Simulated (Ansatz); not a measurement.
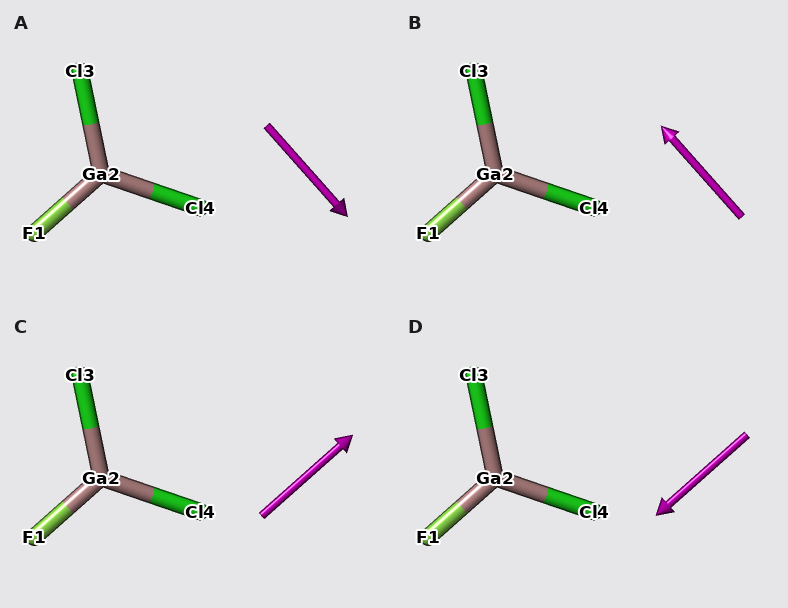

The same molecule four times, each with an arrow. The geometry was computed by an optimisation with PBE-D4/def2-SVP. No frequency run is at hand to confirm it as a minimum. Method: RKS PBE-D4/def2-SVP (Ansatz 0.2.0).

Which arrow points along the dipole moment, from the negative to the positive end?

Answer. C. The dipole moment is 0.76 D; it points from the side of F1 to the side of Cl3, Cl4 (the outermost atoms at the two ends).
